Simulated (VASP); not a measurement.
Band structure of Nb2Zr2C4 (ordered alloy cell). Level of theory: PBEsol GGA, VASP's PBE PAW potentials (set 64) (plane waves; VASP).

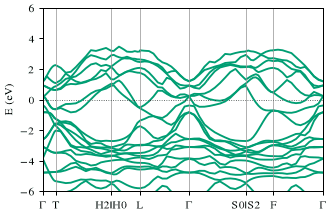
*Bands along high-symmetry lines, zero at the valence-band maximum or, without a gap, the Fermi level*

Problem. Read the plot: is there a gap, and where are the band edges?

Solution. It has no gap at this level: it comes out as a metal or semimetal. (Edges off the drawn lines would not show.)

The structure was generated: Nb2Zr2C4 was put into an ordered model structure (R-3m), which need not be its known phase. It was relaxed first.
